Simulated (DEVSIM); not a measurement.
Device: Schottky contact on p-type Si, at 300 K.

| layer (left to right) | material | thickness (μm) | Na (cm⁻³) | τn (s) | τp (s) |
|---|---|---|---|---|---|
| 1 | Si | 0.650 | 7.6e15 | 1e-6 | 1e-6 |

Left contact: Schottky, work function 4.404 eV, emission velocity 7.2e6 cm/s. Right contact: ohmic. Voltage is applied to the left contact. Recombination: SRH at mid-gap, Auger. Gap narrowing is on: ΔEg = 6.92 meV × (l + √(l² + 0.5)), l = ln(N/1.3e17 cm⁻³), shared equally by both band edges. Mobility is constant in doping.

The device is made up for the run: typed textbook-type constants, with dimensions and the other settings drawn at random. Values at 300 K.

```csv
parameter,Si
gap (eV),1.124
affinity (eV),4.05
permittivity,11.7
Nc (cm⁻³),2.86e19
Nv (cm⁻³),3.1e19
μn (cm²/Vs),1417
μp (cm²/Vs),470
Cn (cm⁶/s),2.8e-31
Cp (cm⁶/s),9.9e-32
```

Simulated with DEVSIM: 1D drift-diffusion, Boltzmann statistics, complete ionisation; no tunnelling, impact ionisation, image-force lowering or self-heating. Metal contacts follow the ideal Schottky-Mott rule: no Fermi-level pinning, no interface dipoles.

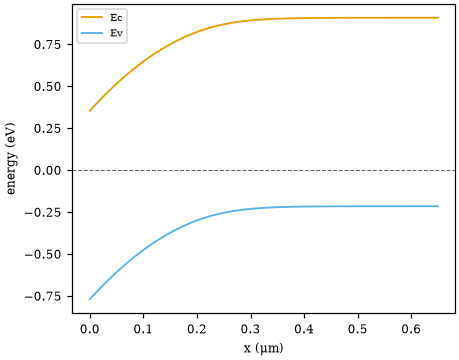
Band edges at zero bias

Energies count from the Fermi level of the right contact; mesh points crowd at the junctions.

| x (μm) | Ec (eV) | Ev (eV) | n (cm⁻³) | p (cm⁻³) | field (V/cm) |
|---|---|---|---|---|---|
| 0.000 | 0.354 | -0.770 | 3.3e13 | 3600000 | 35000 |
| 0.006607 | 0.377 | -0.747 | 1.3e13 | 8900000 | 34000 |
| 0.01489 | 0.405 | -0.718 | 4.5e12 | 2.6e7 | 34000 |
| 0.02529 | 0.439 | -0.684 | 1.2e12 | 9.9e7 | 32000 |
| 0.04336 | 0.496 | -0.628 | 1.4e11 | 8.8e8 | 30000 |
| 0.06099 | 0.547 | -0.576 | 1.9e10 | 6.4e9 | 28000 |
| 0.08310 | 0.606 | -0.517 | 1.9e9 | 6.3e10 | 25000 |
| 0.1216 | 0.696 | -0.428 | 5.9e7 | 2.0e12 | 21000 |
| 0.1590 | 0.766 | -0.357 | 3900000 | 3.1e13 | 17000 |
| 0.2061 | 0.831 | -0.292 | 310000 | 3.8e14 | 11000 |
| 0.2650 | 0.879 | -0.245 | 49000 | 2.4e15 | 5300 |
| 0.3626 | 0.904 | -0.219 | 19000 | 6.4e15 | 920 |
| 0.4261 | 0.907 | -0.216 | 16000 | 7.3e15 | 250 |
| 0.4767 | 0.908 | -0.215 | 16000 | 7.5e15 | 85 |
| 0.5287 | 0.908 | -0.215 | 16000 | 7.6e15 | 28 |
| 0.5585 | 0.908 | -0.215 | 16000 | 7.6e15 | 15 |
| 0.5823 | 0.908 | -0.215 | 16000 | 7.6e15 | ≈ 0 |
| 0.6013 | 0.908 | -0.215 | 16000 | 7.6e15 | ≈ 0 |
| 0.6208 | 0.908 | -0.215 | 16000 | 7.6e15 | ≈ 0 |
| 0.6320 | 0.908 | -0.215 | 16000 | 7.6e15 | ≈ 0 |
| 0.6409 | 0.908 | -0.215 | 16000 | 7.6e15 | ≈ 0 |
| 0.6500 | 0.908 | -0.215 | 16000 | 7.6e15 | ≈ 0 |
